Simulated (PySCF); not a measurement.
# C4N4SW ([WS(CN)4]-): the cost of one run

Computed with PySCF 2.14.0 and routines of our own; the level stands in each step. Atoms count from 0.

### 1 The starting structure

10 atoms, charge -1, states of the metal's open shell are computed; geometry from: GFN2-xTB, shaken.

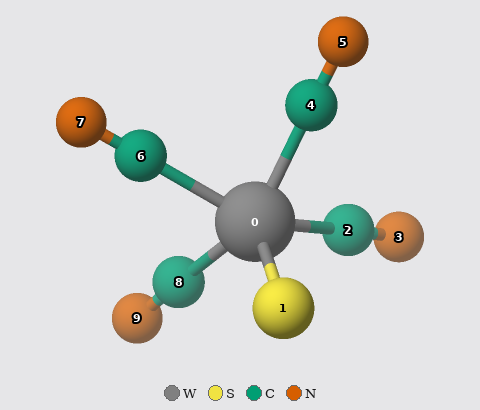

The starting geometry (tungsten grey, sulfur yellow, carbon teal, nitrogen orange); sticks join atoms by distance alone.

### 2 Relaxing the molecule at B3LYP-D3(BJ)/def2-SVP

Job settings and geometry (Å):

```
{"job": {"xc": "B3LYP", "basis": "def2-SVP", "d3": "d3bj", "grid": 1, "maxiter": 40, "kind": "geom"}, "charge": -1, "metal": "W", "open_shell": "d1"}
W      0.002790     0.004170     0.493040
S      0.000160    -0.009500     2.676830
C      1.990830     0.005290    -0.235110
N      3.074270    -0.015840    -0.594980
C      0.014650     1.978350    -0.212470
N      0.028110     3.069950    -0.580010
C     -2.019620    -0.004660    -0.236210
N     -3.091900     0.004970    -0.567120
C     -0.013120    -1.994390    -0.253950
N     -0.033670    -3.089220    -0.577930
```

Started as:

```bash
$ OMP_NUM_THREADS=1 python lf_run.py task.json out
```

This one command runs all jobs of the session in turn.

Q: Estimate the wall time and peak memory of this first job on 1 thread of Arm Neoverse V2, shared host.

About 3.1 min, with a peak of 0.66 GiB.
